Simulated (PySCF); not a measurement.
# C₄H₁₁PSi (charge +1, doublet): what the fields show

```xyz
17

C    -1.0807   -1.0247   -0.8937
C    -1.3624   -0.0055    0.1677
C    -1.3570    1.4412   -0.1525
C    -0.2313    0.8922    0.6996
Si    1.5227    0.8051    0.0594
P     2.0026   -1.5113    0.1965
H    -2.0181   -1.3419   -1.3499
H    -0.4430   -0.6198   -1.6776
H    -0.6135   -1.9207   -0.4752
H    -2.0601   -0.3425    0.9250
H    -2.0719    2.0839    0.3387
H    -1.1291    1.7370   -1.1653
H    -0.3122    1.1127    1.7600
H     1.7615    1.0568   -1.3581
H     2.5038    1.3302    1.0103
H     3.3483   -1.7178    0.4801
H     1.5334   -1.9629    1.4250
```

Geometry: GFN2-xTB.

Method: UKS B3LYP, pcH-1 on C H P Si, non-relativistic, mean-field spin-orbit, GIAO (PySCF).

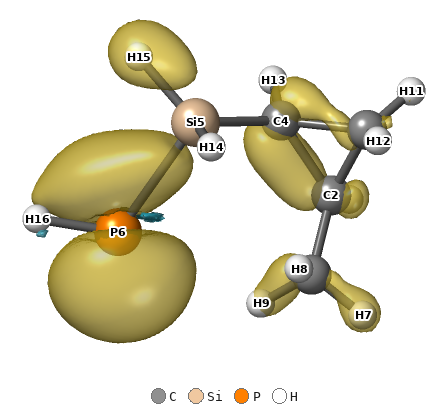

Figure 1. Isosurfaces of the spin density (α minus β) at +0.015 (yellow) and −0.015 e/Å³ (cyan), seen at an oblique angle.

Q: Which atoms carry the spin?

A: The unpaired spin (1 electron) lies mostly on P6 (about 0.7) and Si5 (about 0.1), in electrons by Hirshfeld's partition.

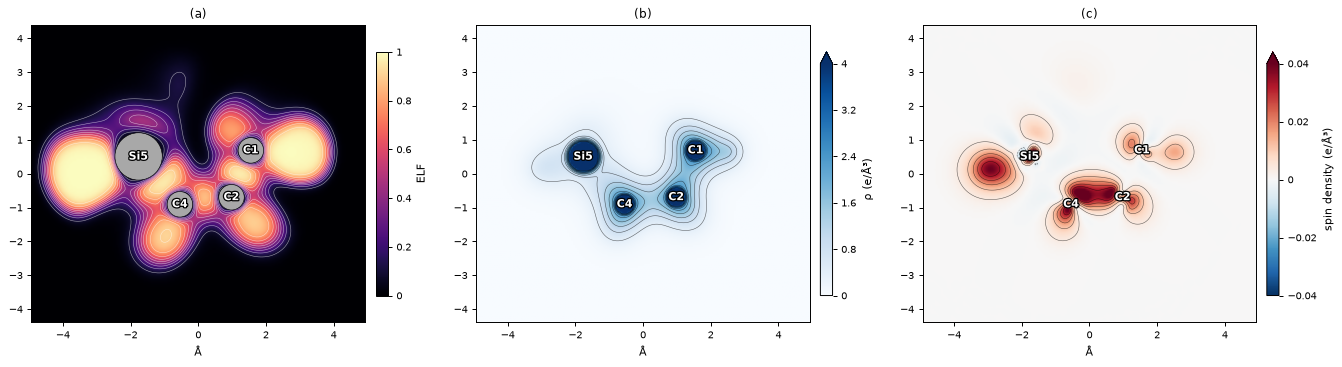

Figure 2. (a) ELF; (b) total electron density; (c) spin density on the plane of atoms C1, C2 and C4. Grey discs cover the atomic cores in the ELF map.

Q: What does the map show?

A: Atoms in the plane: C and Si. C–C (1.50 Å): the density is about 1.7 e/Å³ at the midpoint; the ELF peaks at about 0.95 between the atoms (localised, covalent bonding). C–Si (1.87 Å): the density is about 0.96 e/Å³ at the midpoint; the ELF peaks at about 0.95 between the atoms (a shared electron pair). C–C (1.54 Å): ρ at the midpoint is about 1.4 e/Å³; the ELF peaks at about 0.85 between the atoms (a covalent bond).
